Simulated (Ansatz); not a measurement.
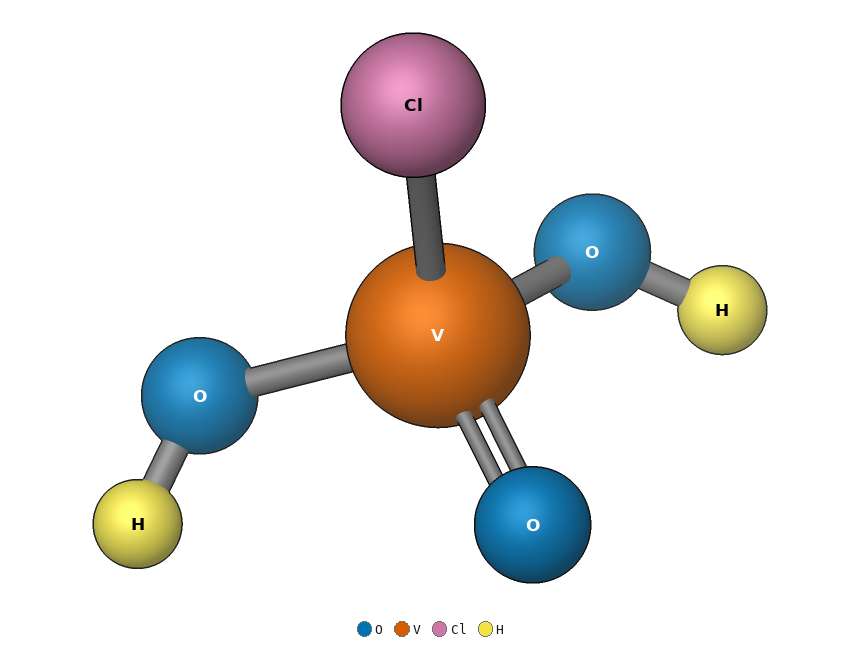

Ball-and-stick drawing of a structure.

The species is neutral and a spin singlet. The computed structure is the end point of a PBE0-D4/def2-TZVP optimisation.

What is the molecular formula?

Answer. ClH2O3V, 7 atoms: 1 chlorine, 2 hydrogen, 3 oxygen and 1 vanadium.

Which point group does it belong to?

Answer. Cs.

How many sets of symmetry-equivalent atoms are there?

Answer. 5: 1 O, 1 V, 2 O, 1 Cl, 2 H.

More results for the same structure follow; atom numbers are the same in all pictures, views and colours differ.

## Shape

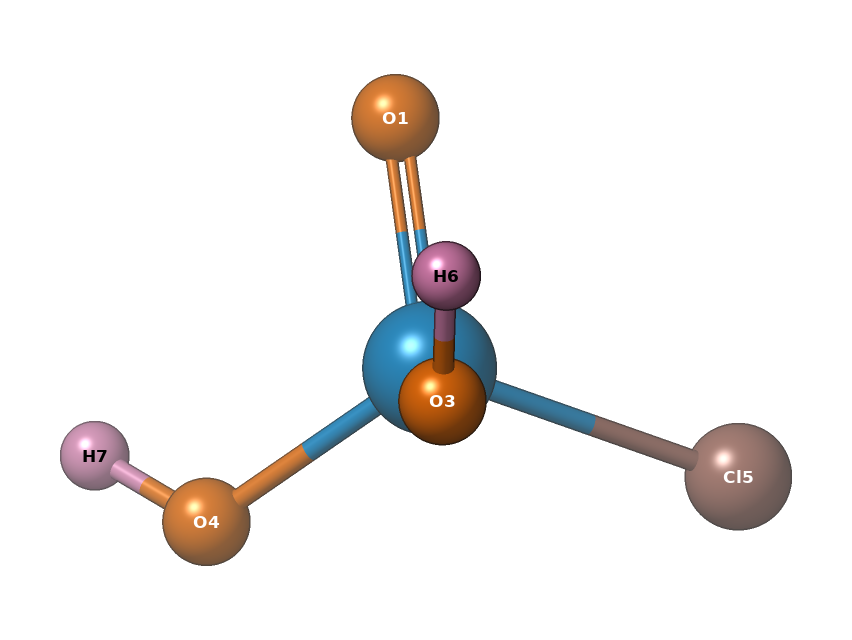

V2 lies behind O3. The molecule seen nearly along the O3–V2 bond, O3 in front. Depth is shown by fading: the farther an atom, the more it takes the colour of the background.

What is the torsion angle H6–O3–V2–Cl5? The sign is positive where the front bond must turn clockwise to cover the back bond.

Answer. 112°, anticlinal.

## Electronic properties

Properties computed with RKS PBE-D4/def2-TZVPP (Ansatz 0.2.0).

What is the HOMO–LUMO gap?

Answer. 3.80 eV.

Estimate the HOMO energy (Kohn–Sham orbital).

Answer. −7.66 eV.

Give the dipole moment at this level.

Answer. 2.24 D.

Estimate the dispersion correction.

Answer. −16.1 kJ/mol.

## Charges

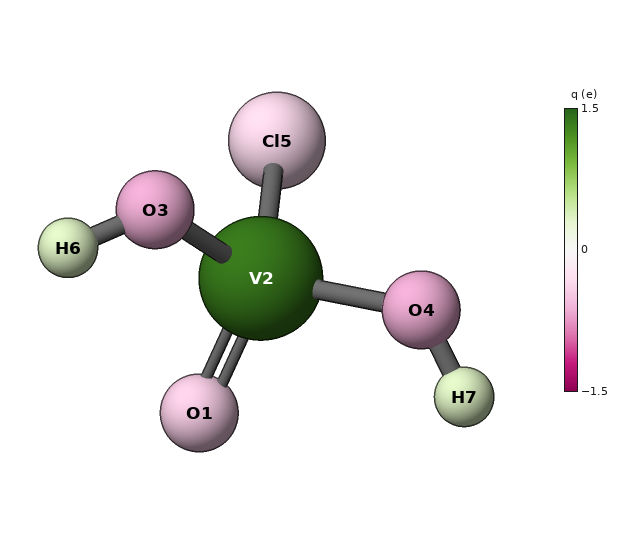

Atoms are coloured by their Mulliken charges. Level of theory: RKS PBE0-D4/def2-TZVP (Ansatz 0.2.0).

Which atom carries the highest charge (most positive or least negative)?

Answer. V2 (1.35 e).

And the lowest?

Answer. O3, O4 (−0.64 e).

List the Mulliken charges.

```tsv
atom	value (e)
O1	−0.43
V2	1.35
O3	−0.64
O4	−0.64
Cl5	−0.35
H6	0.35
H7	0.35
```

## Thermal motion

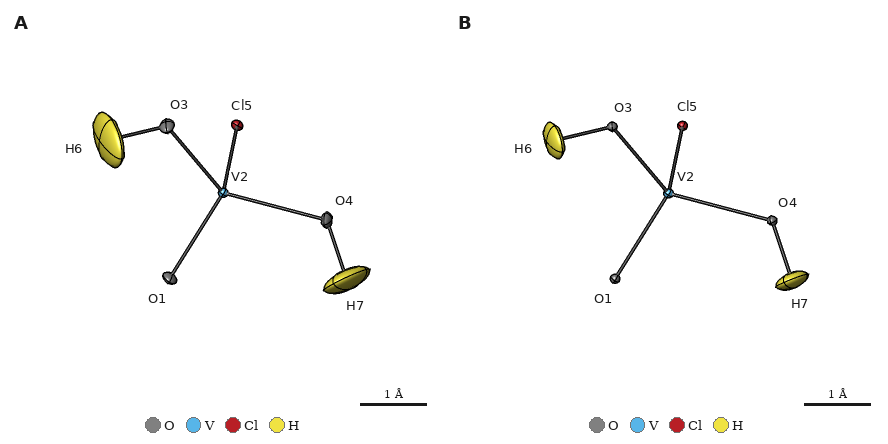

Displacement ellipsoids at the 50 % level, from the internal vibrations of the free molecule (harmonic, no overall translation or rotation; no half-axis is drawn under 0.075 Å). Vibrations computed with RKS PBE0-D4/def2-TZVP (Ansatz 0.2.0). One panel is for 100 K, the other for 600 K.

Which panel is for 600 K?

Answer. A.

How much does the mean-square displacement of O3 grow, and why?

Answer. U_eq goes from 0.0023 to 0.0072 Å², a factor of 3.2. Modes below kT (417 cm⁻¹ at 600 K) grow about in proportion to T, and the lowest lies at 171 cm⁻¹; the mean-square amplitude of a mode is its zero-point value times coth(ħω/2kT), which comes close to 1 only above about 3kT.

Mulliken values depend strongly on the basis set and can even reverse the polarity of a bond.
